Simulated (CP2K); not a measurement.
# CH3ClF2Si (SMILES C[Si](F)(F)Cl): PBE/DZVP-MOLOPT-SR-GTH (core potential)

Aim: the energy change on altering one bond length of CH3ClF2Si at PBE/DZVP-MOLOPT-SR-GTH (core potential), from 2 runs. 

The results are computed with CP2K 2026.2.

1 further run of the same task is left out (set aside as unsound or not needed).

### Step 1. Starting point

CH3ClF2Si has 8 atoms, charge 0, and is taken as a singlet. SMILES: `C[Si](F)(F)Cl`. Geometry: relaxed at PBE0-D4/def2-TZVP.

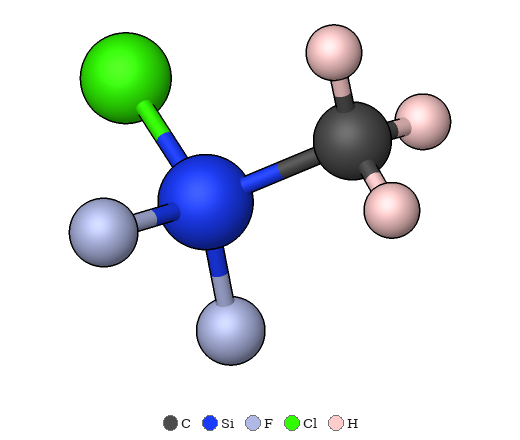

Viewed from a chosen angle; carbon dark grey, silicon blue, fluorine light blue, chlorine green, hydrogen pink.

### Step 2. The energy at PBE/DZVP-MOLOPT-SR-GTH (core potential)

mol.inp reads:

```
&global
 project_name mol
 run_type ENERGY
 print_level MEDIUM
&end

&force_eval
 method QS
 &dft
  basis_set_file_name BASIS_MOLOPT
  potential_file_name GTH_POTENTIALS
  charge 0
  multiplicity 1
  &qs
   method GPW
   eps_default 1.0E-10
  &end
  &mgrid
   cutoff 400
   rel_cutoff 50
   ngrids 4
  &end
  &poisson
   periodic NONE
   poisson_solver MULTIPOLE
  &end
  &scf
   scf_guess ATOMIC
   eps_scf 1.0E-06
   max_scf 100
   added_mos 3
   &diagonalization
    algorithm STANDARD
   &end
   &mixing
    method PULAY_MIXING
    alpha 0.3
    nbuffer 8
   &end
  &end
  &xc
   &xc_functional PBE
   &end
  &end
  &print
   &moments
    periodic F
    reference COM
    max_moment 1
   &end
   &mo ON
    energies T
    occupation_numbers T
    ndigits 6
    &each
     qs_scf 0
    &end
    add_last NUMERIC
   &end
   &hirshfeld OFF
   &end
  &end
 &end
 &subsys
  &cell
   abc [angstrom] 10.7 10.5 10.4
   periodic NONE
  &end
  &coord
   C      4.397400     4.564450     5.902600
   Si     5.896500     5.014850     4.951200
   F      7.192900     4.391150     5.609500
   F      5.822100     4.447850     3.476200
   Cl     6.169000     7.021950     4.829500
   H      4.288800     3.478050     5.940200
   H      4.465700     4.943850     6.923800
   H      3.507100     4.988250     5.434500
  &end
  &kind C
   basis_set DZVP-MOLOPT-SR-GTH-q4
   potential GTH-PBE-q4
  &end
  &kind Si
   basis_set DZVP-MOLOPT-SR-GTH-q4
   potential GTH-PBE-q4
  &end
  &kind F
   basis_set DZVP-MOLOPT-SR-GTH-q7
   potential GTH-PBE-q7
  &end
  &kind Cl
   basis_set DZVP-MOLOPT-SR-GTH-q7
   potential GTH-PBE-q7
  &end
  &kind H
   basis_set DZVP-MOLOPT-SR-GTH-q1
   potential GTH-PBE-q1
  &end
 &end
&end
```

Launch:

```console
$ OMP_NUM_THREADS=1 cp2k.psmp mol.inp > mol.out
```

Log:

```text
CP2K| version string:                                       CP2K version 2026.2
[...]
 GLOBAL| Method name                                                        CP2K
[...]
 GLOBAL| Run type                                                         ENERGY
[...]
 DFT| Spin restricted Kohn-Sham (RKS) calculation                            RKS
 DFT| Multiplicity                                                             1
[...]
 DFT| Charge                                                                   0
[...]
 FUNCTIONAL| PBE:
 QS| Method:                                                                 GPW
[...]
 QS| Density cutoff [a.u.]:                                                200.0
[...]
 QS| Relative density cutoff [a.u.]:                                        25.0
[...]
                             - Atoms:                                          8
[...]
                             - Spherical basis functions:                     80
[...]
 Number of electrons:                                                         32
[...]
     1 NoMix/Diag. 0.30E+00    1.4     1.37928369       -74.5325116620 -7.45E+01
[...]
    16 Pulay/Diag. 0.30E+00    1.7     0.00000073       -75.0505618634 -1.21E-05
  *** SCF run converged in    16 steps ***
[...]
  Overlap energy of the core charge distribution:               0.00000091649705
  Self energy of the core charge distribution:               -190.16305547360602
  Core Hamiltonian energy:                                     52.20208878026841
  Hartree energy:                                              79.30397663777083
  Exchange-correlation energy:                                -16.39357272432940
  Total energy:                                               -75.05056186339914
[...]
                     Mulliken Population Analysis
 #  Atom  Element  Kind  Atomic population                           Net charge
       1     C        1          4.372427                             -0.372427
       2     Si       2          3.240615                              0.759385
       3     F        3          7.283458                             -0.283458
       4     F        3          7.283490                             -0.283490
       5     Cl       4          7.100240                             -0.100240
       6     H        5          0.906753                              0.093247
       7     H        5          0.906506                              0.093494
       8     H        5          0.906510                              0.093490
 # Total charge                             32.000000                  0.000000
[...]
  Dipole moment [Debye]
    X= -0.1875296E+01 Y= -0.2014791E+00 Z=  0.1199140E+01  Total=      2.2350094
 ENERGY| Total FORCE_EVAL ( QS ) energy [hartree]            -75.050561863399139
[...]
```

It took 28 s on 1 thread of Arm Neoverse V1, shared host; peak memory 1.5 GiB.

### Step 3. The distorted shape

gas.inp reads:

```
&global
    project_name gas
    run_type ENERGY
    print_level MEDIUM
&end

&force_eval
    method QUICKSTEP
    &dft
        basis_set_file_name BASIS_MOLOPT
        potential_file_name GTH_POTENTIALS
        # Quickstep
        &qs
            method GPW
            eps_default 1.0E-10
        &end
        &mgrid
            cutoff 400
            rel_cutoff 50
            ngrids 4
        &end
        # cluster boundary conditions
        &poisson
            periodic NONE
            poisson_solver MULTIPOLE
        &end
        &scf
            scf_guess ATOMIC
            eps_scf 1.0E-06
            max_scf 150
            added_mos 10
            &diagonalization
                algorithm STANDARD
            &end
            &mixing
                method PULAY_MIXING
                alpha 0.4
                nbuffer 4
            &end
        &end
        &xc
            &xc_functional PBE
            &end
        &end
        &print
            &moments
                periodic F
                reference COM
                max_moment 1
            &end
            &mo ON
                energies T
                occupation_numbers T
                ndigits 6
                &each
                    qs_scf 0
                &end
                add_last NUMERIC
            &end
            &hirshfeld OFF
            &end
        &end
    &end
    &subsys
        &cell
            abc 10.7 10.5 10.8
            periodic NONE
        &end
        &coord
            SCALED T
            C    0.41097196   0.43470952   0.55087227
            Si   0.55107477   0.47760476   0.46277968
            F    0.67223364   0.41820476   0.52373338
            F    0.54412150   0.42360476   0.32620560
            Cl   0.57654206   0.66875714   0.45151116
            H    0.40082243   0.33124286   0.55435375
            H    0.41927009   0.48168276   0.67379440
            H    0.32776636   0.47507143   0.50752968
        &end
        &kind C
            basis_set DZVP-MOLOPT-SR-GTH-q4
            potential GTH-PBE-q4
        &end
        &kind Si
            basis_set DZVP-MOLOPT-SR-GTH-q4
            potential GTH-PBE-q4
        &end
        &kind F
            basis_set DZVP-MOLOPT-SR-GTH-q7
            potential GTH-PBE-q7
        &end
        &kind Cl
            basis_set DZVP-MOLOPT-SR-GTH-q7
            potential GTH-PBE-q7
        &end
        &kind H
            basis_set DZVP-MOLOPT-SR-GTH-q1
            potential GTH-PBE-q1
        &end
    &end
&end
```

Launch:

```console
$ OMP_NUM_THREADS=1 cp2k.psmp -i gas.inp -o gas.out
```

Log, shortened:

```text
CP2K| version string:                                       CP2K version 2026.2
[...]
 GLOBAL| Method name                                                        CP2K
[...]
 GLOBAL| Run type                                                         ENERGY
[...]
 DFT| Spin restricted Kohn-Sham (RKS) calculation                            RKS
 DFT| Multiplicity                                                             1
[...]
 DFT| Charge                                                                   0
[...]
 FUNCTIONAL| PBE:
 QS| Method:                                                                 GPW
[...]
 QS| Density cutoff [a.u.]:                                                200.0
[...]
 QS| Relative density cutoff [a.u.]:                                        25.0
[...]
                             - Atoms:                                          8
[...]
                             - Spherical basis functions:                     80
[...]
 Number of electrons:                                                         32
[...]
     1 NoMix/Diag. 0.40E+00    1.5     1.37378024       -74.4691979033 -7.45E+01
[...]
    24 Pulay/Diag. 0.40E+00    1.8     0.00000066       -75.0138765560 -5.56E-06
  *** SCF run converged in    24 steps ***
[...]
  Overlap energy of the core charge distribution:               0.00000061622506
  Self energy of the core charge distribution:               -190.16305547360602
  Core Hamiltonian energy:                                     51.98885492369480
  Hartree energy:                                              79.47409491294815
  Exchange-correlation energy:                                -16.31377153522471
  Total energy:                                               -75.01387655596272
[...]
                     Mulliken Population Analysis
 #  Atom  Element  Kind  Atomic population                           Net charge
       1     C        1          4.407755                             -0.407755
       2     Si       2          3.284435                              0.715565
       3     F        3          7.283823                             -0.283823
       4     F        3          7.281018                             -0.281018
[...]
  Dipole moment [Debye]
    X= -0.1915322E+01 Y= -0.1899952E+00 Z=  0.1330468E+01  Total=      2.3398079
 ENERGY| Total FORCE_EVAL ( QS ) energy [hartree]            -75.013876555962725
[...]
```

Wall time 43 s (1 thread of Arm Neoverse V1, shared host); peak memory 1.3 GiB.

### Step 4. Outcome

At PBE/DZVP-MOLOPT-SR-GTH (core potential):

```
                                                         quantity         value
                                        first shape: total energy  -75.05056 Eh
                                       first shape: dipole moment        2.24 D
                                         first shape: HOMO energy      -8.20 eV
                                         first shape: LUMO energy       0.49 eV
                                       first shape: HOMO–LUMO gap       8.69 eV
                                    distorted shape: total energy  -75.01388 Eh
                                   distorted shape: dipole moment        2.34 D
                                     distorted shape: HOMO energy      -8.17 eV
                                     distorted shape: LUMO energy       0.04 eV
                                   distorted shape: HOMO–LUMO gap       8.21 eV
energy change with the C1–H7 bond stretched from 1.092 to 1.419 Å      0.998 eV
```

**Reading.** With the C1–H7 bond stretched from 1.092 to 1.419 Å the energy rises by 1.00 eV (96.3 kJ/mol). The first shape isn't relaxed at this level, so the change isn't measured from a minimum.
